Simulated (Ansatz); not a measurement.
Cl$_{2}$FH$_{3}$Si$_{2}$···H$_{2}$

The calculation's input:

```
crystal:
  periodic: [false, false, false]
  atoms:
    - { symbol: Si, position_ang: [0.328087, 0.482573, -0.467311] }
    - { symbol: H, position_ang: [0.041168, 0.019321, 2.149146] }
    - { symbol: Cl, position_ang: [1.738393, -0.387408, -1.682382] }
    - { symbol: Cl, position_ang: [-1.101829, 1.389356, -1.63136] }
    - { symbol: F, position_ang: [-0.430268, -0.748421, 0.261991] }
    - { symbol: Si, position_ang: [1.319177, 2.028631, 0.83805] }
    - { symbol: H, position_ang: [2.383278, 1.416603, 1.672401] }
    - { symbol: H, position_ang: [1.940465, 2.991256, -0.114716] }
    - { symbol: H, position_ang: [0.328611, 2.747695, 1.677408] }
    - { symbol: H, position_ang: [0.285019, 0.417492, 2.694773] }
basis:
  gaussian: { orbitals: def2-SVP }
hamiltonian:
  xc: cam_b3lyp
relax:
  f_tol: 0.03
  max_steps: 50
output:
  orbitals: {}
```

Command:

```sh
ansatz run input.yaml --threads 4 --pin off --max-ram 5120MiB --backend cpu --events-out ev --progress --plain --runs-dir out
```

The fields are those of the run's last geometry, not of the input's.

Level of theory: RKS CAM-B3LYP/def2-SVP (Ansatz).

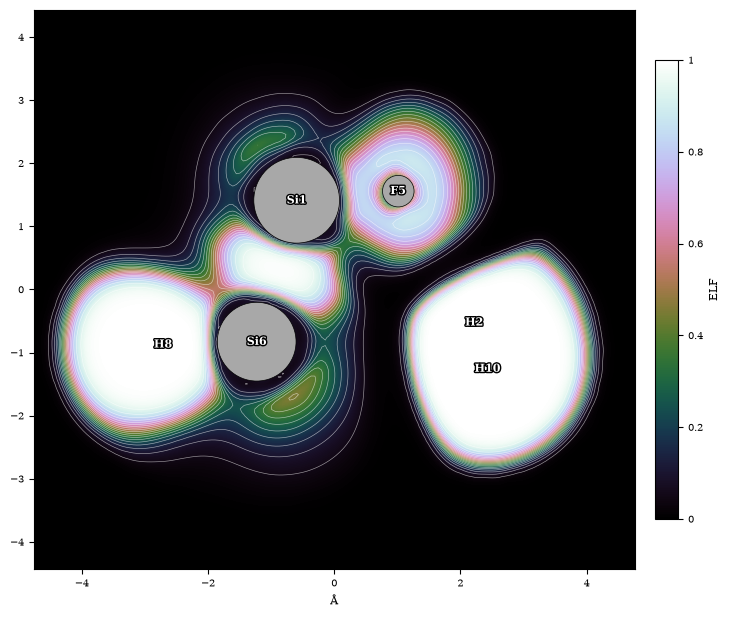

Figure 1. Electron localisation function on the plane of atoms Si1, Si6 and H8. Grey discs cover the atomic cores.

**What does the map show?**

The plane passes through Si, H and F nuclei.
F5···H2 (2.41 Å): the ELF dips to about 0 between them: a non-bonded, intermolecular contact.
Si–F (1.62 Å): the ELF peaks at about 0.85 in the valence shell of F, 0.6 Å from its nucleus, and is about 0.45 at the midpoint.
Si–Si (2.33 Å): the ELF peaks at about 1 between the atoms (localised, covalent bonding).
H–H (0.76 Å): the ELF peaks at about 1 between the atoms.
Si–H (1.49 Å): the ELF climbs to about 1 towards the hydrogen, as it does in any bond to H.
The ELF also peaks beside F5, away from the bonds: lone-pair regions.

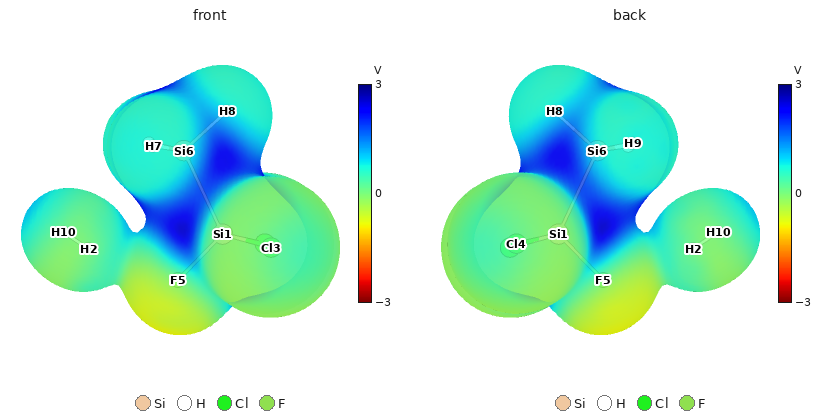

Figure 2. The molecular electrostatic potential painted on the density surface at 0.004 e/bohr³, seen from the front and from behind; red is negative and blue positive.

**Which sites attract a positive test charge, and which a negative one?**

A positive charge is drawn to the negative regions and a negative charge to the positive ones. The most negative region (about −0.8 V) lies over F5, the most positive (about +2.4 V) over Si1 and Si6. Cl3 shows a σ-hole: about +0.4 V at the tip opposite its bond, against about −0.1 V on its flanks. Cl4 shows a σ-hole: about +0.4 V at the tip opposite its bond, against about −0.1 V on its flanks.

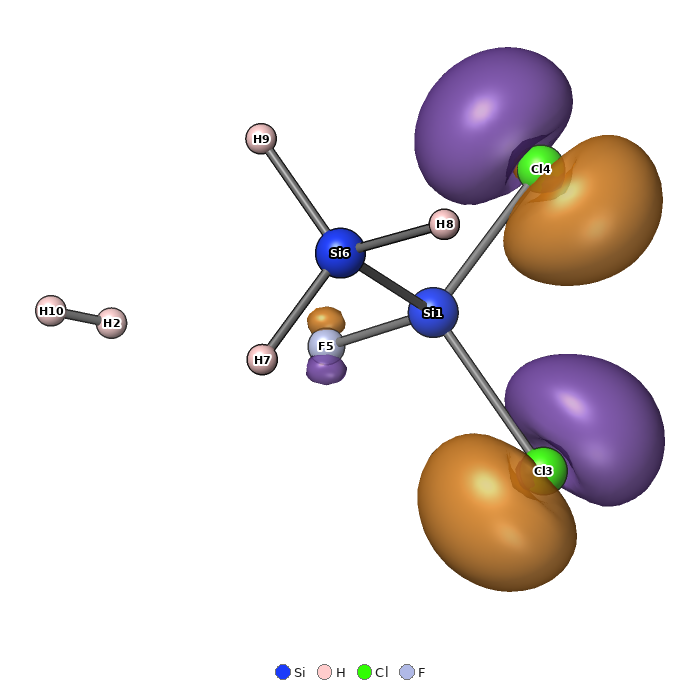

Figure 3. The HOMO−1 at ±0.15 Å⁻³ᐟ² (orange and purple are the two phases), seen from one side.

**Where does this orbital lie, and at what energy?**

Its weight (Hirshfeld) is mainly on Cl3 (about 45 %) and Cl4 (about 45 %); largely a combination of lone pairs on Cl3 and Cl4. Its energy is −10.66 eV.
